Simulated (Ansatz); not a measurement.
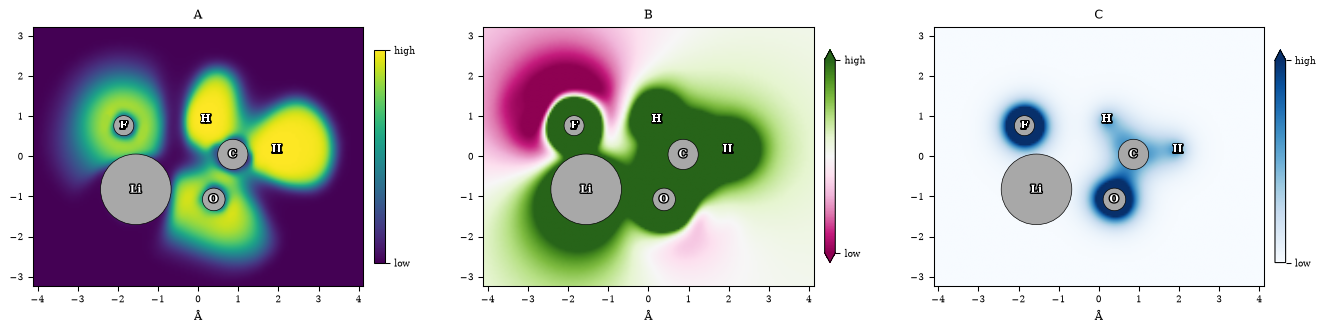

CH$_{2}$FLiO (SMILES C=[O+][Li-][F]): 3 fields on the molecular plane, with unlabelled colour scales. Grey discs cover the atomic cores.

Geometry: r2SCAN-D4/def2-TZVP.

Method: isolated molecule in a Gaussian basis; Kohn-Sham density functional theory, functional PBE0 in Ansatz.

### The panels show electron density, electron localisation function and electrostatic potential in some order. Assign them.

Panel A: electron localisation function. Panel B: electrostatic potential (strongly positive close to the atoms, with negative regions outside electron-rich atoms). Panel C: electron density. From the grid: C–O (1.22 Å): the density is about 3.3 e/Å³ at the midpoint; the ELF peaks at about 0.85 between the atoms: a multiple bond. Li–F (1.61 Å): the density is about 0.77 e/Å³ at the midpoint; the ELF peaks at about 0.85 in the valence shell of F, 0.5 Å from its nucleus, and falls to about 0.25 next to Li: a closed-shell, largely ionic contact.
